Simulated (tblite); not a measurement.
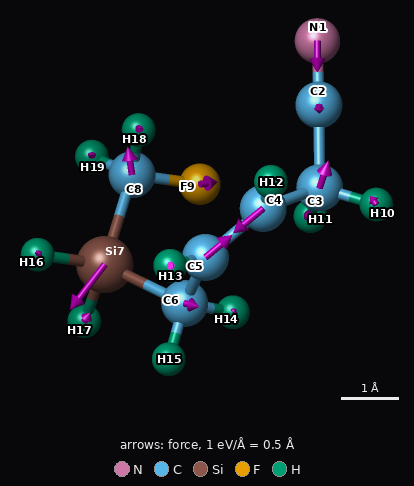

Starting geometry of C$_{6}$H$_{10}$FNSi with the computed forces as purple arrows. Style: ball-and-stick. Shown from a free direction.

All numbers below come from GFN2-xTB geometry optimisation, gas phase (tblite). 

### Is this structure relaxed? If not, where do the atoms go?

It isn't relaxed: the largest force vector, on Si7, is 2.06 eV/Å. The final displacements have little in common with the starting forces (cosine between the two patterns 0.10). After 122 geometry steps the energy has fallen by 4.70 kcal/mol. The atom that moves furthest after the best rigid fit is N1 (0.56 Å). Largest moves by element: N 0.56 Å, H 0.44 Å, C 0.36 Å, F 0.26 Å, Si 0.11 Å. Some distances before and after: Si7–C8 1.848 → 1.918 Å, C2–C3 1.485 → 1.442 Å, Si7–H17 1.494 → 1.466 Å, C6–Si7 1.888 → 1.916 Å. Among the angles between lasting bonds that change: H16–Si7–H17 106.5° → 111.9°, C6–Si7–C8 110.8° → 107.7°, C8–Si7–H16 111.0° → 108.0°. Cost: 0.68 s on 1 thread of AMD EPYC 9B45 (shared host).
